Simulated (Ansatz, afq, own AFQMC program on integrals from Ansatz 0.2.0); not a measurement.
# AlBH₂ (singlet): AFQMC on the coupled-cluster ladder at angle Al2–B1–H3 = 124.3°, cc-pVDZ, part 2 of 2

Ansatz 0.2.0, Gaussian basis, and an in-house AFQMC program (afq) on its integrals; all values are calculated; cc-pVDZ, frozen cores. The steps go on from the part before.

## (13) CCSDT(Q) on UHF

in.yaml

```yaml
crystal:
  periodic: [false, false, false]
  atoms:
    - {symbol: B, position_ang: [0.000000, -0.434547, 1.386385]}
    - {symbol: Al, position_ang: [0.000000, 0.188936, -0.571677]}
    - {symbol: H, position_ang: [0.000000, 0.303124, 2.329285]}
    - {symbol: H, position_ang: [0.000000, -0.699869, -1.896197]}
basis:
  gaussian: {orbitals: cc-pVDZ}
magnetization: {spin_polarized: true, initial_magnetization: 0}
correlation: {method: ccsdt_q, electrons: outside_noble_gas}
```

Started as:

```console
$ ansatz run in.yaml --threads 1 --pin off --events-out ev --progress --plain --max-ram 1382MiB
```

What it wrote, shortened:

```text
Functional definition: HF
  name "HF"
  cite "Fock, Z. Phys. 61, 126 (1930) doi:10.1007/BF01340294"
  parent pbe
[...]
774 factors; integrals over basis functions are off by at most 1.5e-7 eV
[...]
mean field -7282.73102194 eV, -267.6354286440 hartree, gradient 1.5e-6 eV, S^2 0.785128; 17 other end points of the search recorded, 0 dependent functions left out
determinant -7282.73102194 eV, -267.6354286440 hartree, with singles and doubles -7286.75973293 eV, -267.7834810422 hartree
determinant -7282.31653695 eV, -267.6201966016 hartree, with singles and doubles -7286.39036195 eV, -267.7699069087 hartree
determinant -7280.00584175 eV, -267.5352801193 hartree, with singles and doubles -7284.81584932 eV, -267.7120446371 hartree
determinant -7279.74423363 eV, -267.5256661982 hartree, with singles and doubles -7285.03121076 eV, -267.7199590238 hartree
determinant -7282.73102194 eV, -267.6354286440 hartree, with singles and doubles -7286.81137686 eV, -267.7853789216 hartree
determinant -7282.31653695 eV, -267.6201966016 hartree, with singles and doubles -7286.40289819 eV, -267.7703676072 hartree
determinant -7282.06311360 eV, -267.6108834653 hartree, with singles and doubles -7286.86197653 eV, -267.7872384250 hartree
6 core orbitals not correlated: weight in the atoms' cores, before any rotation towards them, 1.000 or more for the frozen orbitals, at most 0.000 for the correlated occupied ones
reference -7282.73102194 eV, -267.6354286440 hartree; 4, 4 occupied and 32, 32 virtual orbitals, 774 factors
second order -2.90388487 eV of doubles, -0.00000000 eV of singles
cycle   1  -3.53815793 eV  change   -6.3e-1 eV  update   8.1e-2
[...]
cycle  25  -4.37190715 eV  change    7.0e-8 eV  update   6.3e-7
perturbative correction -0.02285678 eV, -0.0008399710 hartree
Total energy: -7287.12578587 eV, -267.7969332393 hartree
```

It took 14 s on 1 thread of Intel Xeon Platinum 8488C (Sapphire Rapids), shared host.

From the report: ⟨S²⟩ of the determinant 0.785 (pure singlet: 0.00); correlation -4.3948 eV; T1 0.127; largest double amplitude 0.38. The determinant is far from a pure spin state, so its energy mixes those of several spin states (harmless only where they are near-degenerate, as at dissociation).

## (14) Phaseless AFQMC, CISD trial on UHF

It reads the integrals that the CCSD(T) run on this determinant wrote.

Started as:

```console
$ afq ham --method phaseless --trial cisd --walkers 70 --populations 1 --least-time 40 --time-step 0.005 --steps-per-block 50 --equilibration-blocks 28 --max-blocks 300 --target-error 0.00034 --factor-cut 1e-05 --start spin_pure --seed 8138 --release-times 0.24,0.51,0.99,1.62,2.4 --release-step 0.03 --release-every 4 --taylor-order 6
```

What it wrote:

```text
orbitals 36  electrons 4 4  factors 270 of 401
reference energy -267.63542761 Eh
CCSD correlation -0.14995000 Eh in 17 cycles, weight of the determinant in the CISD state 0.7255
energy of the start -267.754544 Eh
 block  time / (1/Eh)  mean weight  energy / Eh
     1     0.250  0.9998  -267.767442
     2     0.500  1.0005  -267.774086
     3     0.750  0.9993  -267.779852
     4     1.000  0.9997  -267.784289
     5     1.250  1.0003  -267.787928
     6     1.500  0.9999  -267.789858
     7     1.750  0.9985  -267.793189
     8     2.000  1.0002  -267.794980
     9     2.250  1.0000  -267.797921
    10     2.500  1.0010  -267.796084
    17     4.250  1.0002  -267.794688
    25     6.250  0.9991  -267.796164
    33     8.250  0.9998  -267.793186
    41    10.250  1.0013  -267.797730
    49    12.250  0.9999  -267.801611
    57    14.250  0.9998  -267.801797
    65    16.250  1.0001  -267.794962
    73    18.250  1.0008  -267.801827
    81    20.250  1.0028  -267.792455
    89    22.250  1.0020  -267.810034
    97    24.250  0.9990  -267.804769
   105    26.250  1.0013  -267.790775
   113    28.250  1.0011  -267.793268
   121    30.250  0.9998  -267.794317
   129    32.250  0.9986  -267.794584
   137    34.250  0.9990  -267.792535
   145    36.250  0.9992  -267.799855
   153    38.250  0.9984  -267.794505
   161    40.250  1.0010  -267.798205
   169    42.250  0.9977  -267.794645
   177    44.250  1.0018  -267.788422
   185    46.250  1.0001  -267.795461
   193    48.250  0.9990  -267.799637
   201    50.250  0.9992  -267.792500
   209    52.250  1.0002  -267.795951
   217    54.250  1.0008  -267.796807
   225    56.250  1.0017  -267.796720
   233    58.250  1.0006  -267.790116
   241    60.250  0.9995  -267.792430
   249    62.250  1.0001  -267.794279
   257    64.250  0.9995  -267.789900
   265    66.250  1.0008  -267.797663
   273    68.250  0.9989  -267.791132
   281    70.250  1.0003  -267.801080
   289    72.250  0.9996  -267.793022
   297    74.250  0.9993  -267.804963
   305    76.250  1.0006  -267.793742
   313    78.250  0.9998  -267.794179
   321    80.250  0.9993  -267.794035
blocks merged  error / Eh  count
     1  0.000252  300
     2  0.000314  150
     4  0.000395  75
     8  0.000484  37
    16  0.000585  18
    32  0.000673  9
released: time / (1/Eh)  energy / Eh  error  mean overlap
  0.24  -267.795669  0.000684  1.0007
  0.51  -267.796145  0.000636  0.9994
  0.99  -267.796635  0.000599  0.9961
  1.62  -267.796241  0.000687  0.9993
  2.40  -267.796450  0.000874  1.0111
energy -267.795512 +/- 0.000585 Eh
```

Run time: 5.7 min. Hardware: 1 thread of Intel Xeon Platinum 8488C (Sapphire Rapids), shared host.

Energy -7287.0871 ± 0.0159 eV. Caveats: constraint bias not in the error; error above the target.

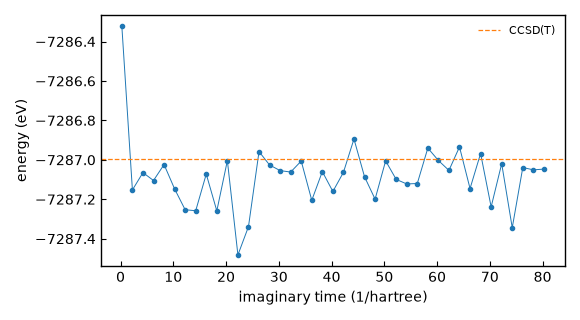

Block energies along the walk.

## (15) AFQMC on the ladder

On the RHF determinant, counted from CCSDT(Q) (a yardstick, not exact):

```csv
level,energy (eV),from CCSDT(Q) (kJ/mol),statistical error (kJ/mol),time
HF,-7282.0631,+488.3,,
MP2,-7285.7733,+130.3,,
CCSD,-7286.8617,+25.3,,
CCSD(T),-7287.0668,+5.5,,
CCSDT(Q),-7287.1236,0.0,,
"Phaseless AFQMC, CISD trial, step 0.005, 70 walkers",-7287.0908,+3.2,1.6,2.8 min
```

On the UHF determinant, counted from CCSDT(Q) (a yardstick, not exact):

```csv
level,energy (eV),from CCSDT(Q) (kJ/mol),statistical error (kJ/mol),time
HF,-7282.7310,+424.0,,
MP2,-7285.6349,+143.9,,
CCSD,-7286.8114,+30.3,,
CCSD(T),-7286.9947,+12.7,,
CCSDT(Q),-7287.1258,0.0,,
"Phaseless AFQMC, CISD trial, step 0.005, 70 walkers",-7287.0871,+3.7,1.5,5.7 min
```

The functionals' totals stand on their own zeros and serve differences with other points: PBE -7296.508 eV; r2SCAN -7300.274 eV; PBE0 -7297.300 eV; B3LYP -7302.274 eV; wB97M-V -7300.314 eV; B2PLYP -7297.170 eV.

## (16) What came out

The summary covers parts 1 to 2.

| quantity | value |
| --- | --- |
| CCSD(T) on RHF from CCSDT(Q) | +5.5 kJ/mol |
| Phaseless AFQMC, CISD trial on RHF from CCSDT(Q) | +3.2 ± 1.6 kJ/mol |
| CCSD(T) on UHF from CCSDT(Q) | +12.7 kJ/mol |
| Phaseless AFQMC, CISD trial on UHF from CCSDT(Q) | +3.7 ± 1.5 kJ/mol |

What this shows: On RHF the phaseless walk with the CISD trial lies +3.2 kJ/mol from CCSDT(Q), within three error bars. On UHF the phaseless walk with the CISD trial lies +3.7 kJ/mol from CCSDT(Q), within three error bars. Error bars are statistical and leave out the constraint, the time step and what remains of the start.
